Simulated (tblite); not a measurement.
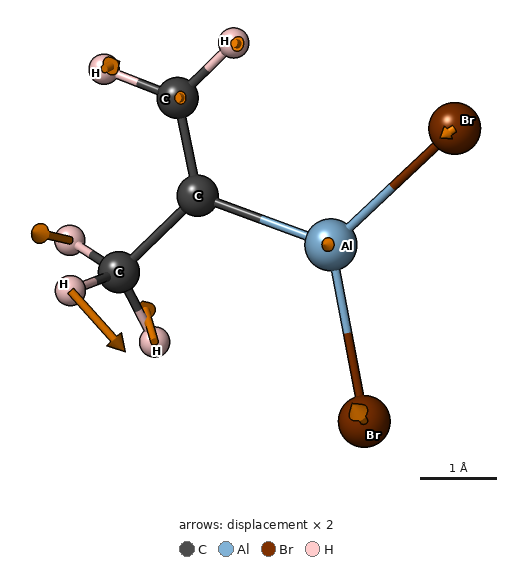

This is a relaxation of C$_{3}$H$_{5}$AlBr$_{2}$. The starting structure is drawn; orange arrows show the displacements, magnified 2 times. The two geometries are superimposed by the best rigid fit.

A ball-and-stick model, seen at a tilt.

These are results of GFN2-xTB geometry optimisation, gas phase (tblite 0.8.0), not measurements. 

Q: Describe the change and its energy.

A: After 101 geometry steps the energy has fallen by 5.21 kcal/mol. An H atom moves most after the best rigid fit: 0.55 Å. Largest moves by element: H 0.55 Å, Br 0.23 Å, Al 0.10 Å, C 0.09 Å. Near-neighbour distances that change, for instance: Al–Br 2.382 → 2.260 Å, C–H 1.124 → 1.089 Å, Al–C 1.988 → 1.975 Å, C–H 1.093 → 1.082 Å. Among the angles between lasting bonds that change: H–C–H 109.6° → 107.1°. Groups turn about C–C by about 35°. Cost: 0.54 s on 1 thread of Arm Neoverse V2 (shared host).
